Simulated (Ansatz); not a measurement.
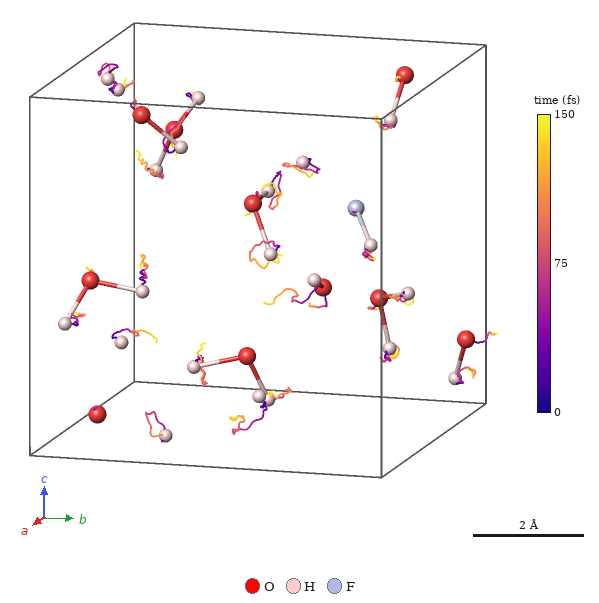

Molecular dynamics of a periodic cell with 10 H2O + 1 HF at 1.106 g/cm³, 150 fs long. Lines trace each atom's path, coloured by time; spheres stand at the starting positions. Seen from a free direction in the simulation cell.

Method: DFT PBE-D3(BJ), scalar-relativistic, plane waves, PAW in Ansatz. Settings: plane-wave cutoff 420 eV; k-point mesh 1 × 1 × 1; Fermi-Dirac smearing 0.02 eV; Langevin thermostat (NVT); set temperature 300 K; time step 0.5 fs; H given the mass 2.014 u; friction 0.02 per fs.

Input
```yaml
crystal:
  lattice:
    - [6.698789, 0.0, 0.0]
    - [0.0, 6.698789, 0.0]
    - [0.0, 0.0, 6.698789]
  atoms:
    - { symbol: O, position: [0.28244052, 0.19729629, 0.77256716] }
    - { symbol: H, position: [0.15194614, 0.22684242, 0.83644922] }
    - { symbol: H, position: [0.24235615, 0.13398651, 0.64827879] }
    - { symbol: O, position: [0.00537923, 0.53797031, 0.29670209] }
    - { symbol: H, position: [-0.00829718, 0.64982398, 0.20370738] }
    - { symbol: H, position: [0.14272012, 0.55396234, 0.34668201] }
    - { symbol: O, position: [0.71817781, 0.5505668, 0.67849794] }
    - { symbol: H, position: [0.57119616, 0.55017566, 0.68306387] }
    - { symbol: H, position: [0.74704638, 0.60929687, 0.54674129] }
    - { symbol: O, position: [0.48372976, 0.4641517, 0.19957446] }
    - { symbol: H, position: [0.43358107, 0.50957248, 0.07058773] }
    - { symbol: H, position: [0.52479633, 0.32517404, 0.16924839] }
    - { symbol: O, position: [0.61177219, 0.87793595, 0.41266481] }
    - { symbol: H, position: [0.70613873, 0.98818105, 0.45211603] }
    - { symbol: H, position: [0.58824828, 0.90070967, 0.26975958] }
    - { symbol: O, position: [0.16615648, -0.00743351, 0.21323615] }
    - { symbol: H, position: [0.10444979, -0.05640659, 0.0886678] }
    - { symbol: H, position: [0.29333801, 0.0503611, 0.17305873] }
    - { symbol: O, position: [0.91454342, 0.29201279, 0.95000138] }
    - { symbol: H, position: [0.95043339, 0.37119466, 1.06862537] }
    - { symbol: H, position: [0.85626785, 0.38696773, 0.85396669] }
    - { symbol: O, position: [0.57266415, 0.0650898, 1.03078983] }
    - { symbol: H, position: [0.70039712, 0.13236803, 0.99686013] }
    - { symbol: H, position: [0.48044156, 0.09601725, 0.9192685] }
    - { symbol: O, position: [0.90085668, 0.14272188, 0.47662104] }
    - { symbol: H, position: [0.88228055, 0.28501639, 0.45092218] }
    - { symbol: H, position: [0.99904053, 0.0992973, 0.37377596] }
    - { symbol: O, position: [1.01274191, 0.77318387, 0.90484994] }
    - { symbol: H, position: [0.88554888, 0.74251375, 0.83925482] }
    - { symbol: H, position: [1.11296397, 0.7626556, 0.79942031] }
    - { symbol: F, position: [0.32893325, 0.72818207, 0.59633954] }
    - { symbol: H, position: [0.43623359, 0.80204787, 0.5197399] }
basis:
  ecutwfc: 420.0
kpoints:
  mp_grid: { grid: [1, 1, 1] }
hamiltonian:
  xc: pbe
  dispersion: d3bj
scf:
  occupations: { method: fermi_dirac, width: 0.02 }
  lower_state_search: "off"
md:
  timestep: 0.5
  n_steps: 300
  ensemble: nvt_langevin
  temperature: 300.0
  initial_velocities: maxwell_boltzmann
  seed: 237659
  friction: 0.02
  masses: [{ species: H, mass: 2.014 }]
```

Launched with:
```bash
ansatz run input.yaml --threads 1 --pin off --max-ram 3072MiB --backend cpu --events-out ev --progress --plain --runs-dir out
```

**Describe the motion.**

In the second half of the run the atoms are, in the root-mean-square, this far from where they began (common drift taken out): H 0.42 Å, O 0.31 Å, F 0.12 Å. The heavy atoms stay within a fraction of a molecule's size of their starting places; so short a run doesn't tell a liquid from a solid. The mean temperature in the second half is 271 K (standard deviation 37 K). The potential energy in the second half lies on average 29.3 meV per atom above the first frame.

Limits of the set-up: masses were changed (H 2.014 u), which shifts the vibrations; the periodic images lie only 6.7 Å apart, so the values are limited by the cell's size.
